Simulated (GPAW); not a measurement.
Consider CrAgO2 (P1).

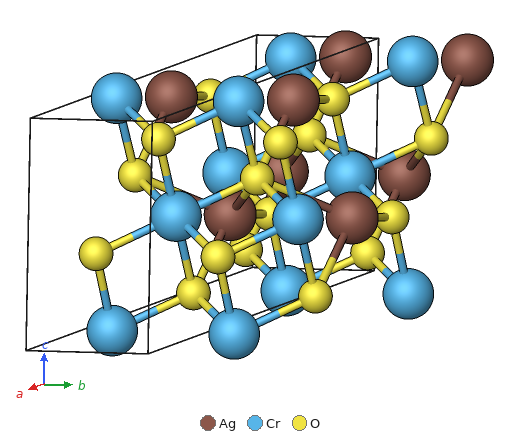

The structure (silver brown, chromium blue, oxygen yellow). 1×2×1 conventional cells are drawn. Some periodic images of atoms are drawn too.

```cif
data_structure
_symmetry_space_group_name_H-M 'P 1'
_symmetry_Int_Tables_number 1
_cell_length_a 3.0145
_cell_length_b 5.2406
_cell_length_c 6.4285
_cell_angle_alpha 82.081
_cell_angle_beta 76.442
_cell_angle_gamma 89.992
_cell_volume 97.73
loop_
_atom_site_label
_atom_site_type_symbol
_atom_site_fract_x
_atom_site_fract_y
_atom_site_fract_z
_atom_site_occupancy
Ag1 Ag 0.24000 0.08000 0.51972 1
Ag2 Ag 0.74028 0.58002 0.51973 1
Cr3 Cr 0.49515 0.49922 0.00451 1
Cr4 Cr 0.00033 0.99922 0.00453 1
O5 O 0.08201 0.36112 0.83115 1
O6 O 0.58687 0.86116 0.83112 1
O7 O 0.41896 0.13913 0.16761 1
O8 O 0.91340 0.63913 0.16762 1
```

Absorber: atom 3, with 3 O at 2.01 Å and 3 O at 2.05 Å (octahedral, site symmetry 1). Method: GPAW, LDA + U (Cr 3.7 eV), full core hole (charged cell), 16-atom cell with 6.0 Å between holes, 3×3×2 k points, dipole transitions, Gaussian full width 1.08 eV up to 4 eV, rising linearly to 3.5 eV at 25 eV.

Where do the maxima of the Cr K edge fall?

Main maxima up to 30 eV above the zero (height): 14.2 eV (1.88) and 18.4 eV (3.10). A K edge sees empty p states. The first eV above the zero hold little dipole weight, as the lowest empty bands are of d character; the main edge, of 4p character, rises through 0.6 near 10 eV above the zero. The total-energy difference plus the lowest empty eigenvalue puts the zero at 5971.18 eV. The tabulated edge of the element is 5989 eV. The functional and the charged cell's background leave an error in such absolute values: in the free atom LDA prices this hole 14.7 eV below PBE (computed apart), and PBE is itself good to a few eV.

The Cr K spectrum (energy from the lowest empty level; intensity scaled to a mean of 1 over the first 20 eV; polarised curves are means over the symmetry-equivalent atoms):

```
E (eV)  isotropic  ε ∥ x  ε ∥ z
  -2.0       0.00   0.00   0.00
  -0.5       0.01   0.01   0.01
   1.0       0.03   0.03   0.02
   2.5       0.06   0.07   0.05
   4.0       0.05   0.05   0.04
   5.5       0.06   0.05   0.08
   7.0       0.13   0.08   0.21
   8.5       0.36   0.28   0.54
  10.0       0.69   0.51   1.06
  11.5       0.98   0.84   1.29
  13.0       1.59   1.29   2.25
  14.5       1.86   1.78   1.99
  16.0       1.65   1.84   1.22
  17.5       2.64   3.31   1.25
  19.0       2.93   3.40   2.01
  20.5       1.64   1.42   2.09
  22.0       0.98   0.84   1.30
  23.5       0.86   0.85   0.90
  25.0       0.91   0.89   0.91
  26.5       1.04   0.98   1.16
  28.0       1.16   1.07   1.33
  29.5       1.25   1.21   1.30
  31.0       1.34   1.39   1.19
```

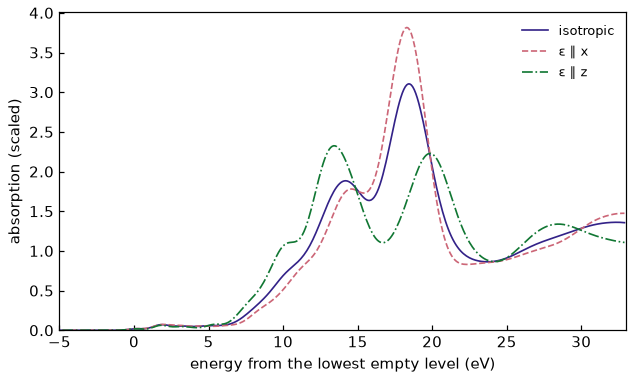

The Cr K edge.

The hole lies in one spin channel, while the script sums the empty states of both and takes the lower zero; where the two channels are split, this blurs and shifts the curve. Quadrupole 1s→3d transitions, which feed the pre-edge, are not in the dipole spectrum. The spins start antiferromagnetically in a simple order, which needn't be the measured one; gap and edge can depend on it. The holes are only 6.0 Å apart, so the shape is probably not converged with cell size; no larger cell was run here. The mesh is coarse (0.51 Å⁻¹ between points), so small maxima may be mesh ripples. Lifetime broadening is put in by hand, and intensities beyond about 20 eV depend on it and on the partial waves. The structure is a computed Materials Project entry and may be a hypothetical form.

[Banner, clock and machine lines of the logs are left out without a mark of their own.]

[Logs are printed without paths, hosts, clocks, repeated set-up lines and the standing remarks that a program may print on its own settings, such as how far it seeks lower states.]

[Hosts, paths, dates, database ids (printed as entryN), source tags and the programs' standing remarks are cut or masked in the printed files.]

[Lists of maxima count a maximum above −3 eV only where it reaches 4 % of the highest in the window and stands out from its surroundings by 2 % of it (1.5 % where it reaches 55 %); shoulders and weaker maxima are passed over, and of the rest the first, up to two pre-edge ones and the few strongest are named.]
